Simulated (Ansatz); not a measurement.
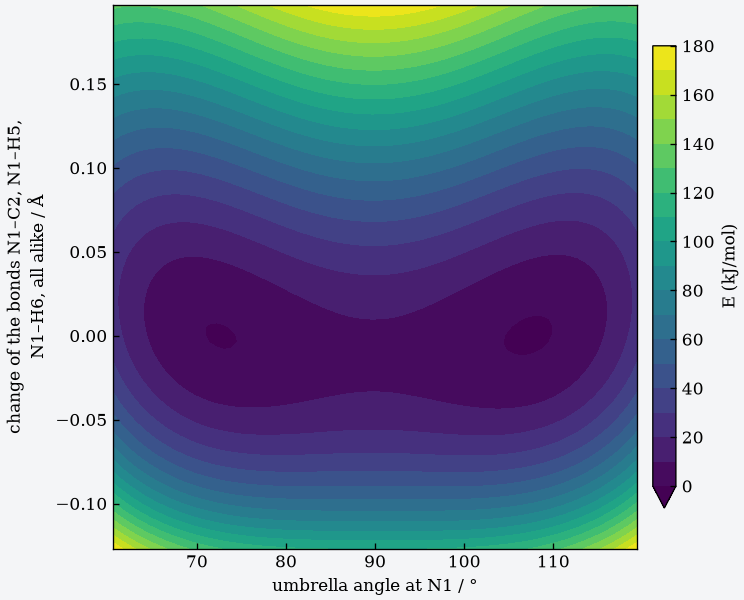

CH₂NO₂, SMILES NC(=O)[O-], charge −1. 
- Coordinates scanned: (1) umbrella angle at N1 (between each of its bonds and their common axis; 90 is planar); (2) change of the bonds N1–C2, N1–H5, N1–H6, all alike.
- Nothing is relaxed (all other coordinates rigid).
- The scan uses a 15 × 15 grid.
- Points are written as (first, second).
- Energies: kJ/mol, counted from the lowest grid point.
- Level of theory: RKS PBE0-D4/def2-TZVPD (Ansatz 0.2.0).

Drawn: filled contours. Between grid points the surface is interpolated.

The lowest grid point is at (106.8°, −0.012 Å); the map holds 2 wells of about this depth. The highest grid point, (119.4°, −0.127 Å), lies 179 kJ/mol above the lowest. On the interpolated surface the easiest way out of the lowest well to the well at about (72°, 0.00 Å) passes a barrier of about 7.9 kJ/mol, counted from the interpolated bottom of the well. Round the minimum the valley is somewhat tilted: raising the first coordinate shifts the best value of the second coordinate upwards (coupling k₁₂/√(k₁₁k₂₂) about −0.3).

The level of theory is changed to Ansatz, RHF/def2-TZVPD; with it change the reference geometry, relaxed at the new level; the new grid has 15 × 15 points, laid about the new relaxed structure.

**How does the landscape change?**

The minimum (interpolated where it lies between grid points) moves from about (107°, 0.000 Å) to about (106°, 0.000 Å). The easiest pass out of the lowest well goes from about 7.9 to about 7 kJ/mol on the interpolated surfaces. The curvature at the minimum changes by less than a tenth (about 7.6) eV/rad² along the first coordinate and from about 117 to 133 eV/Å² along the second coordinate.

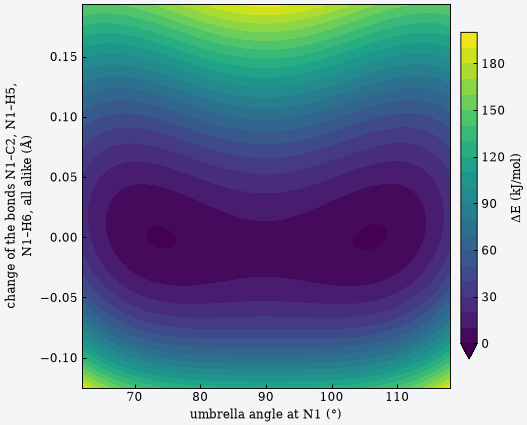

The map after the change, on a colour scale of its own. Drawn: filled contours. Between grid points the surface is interpolated.
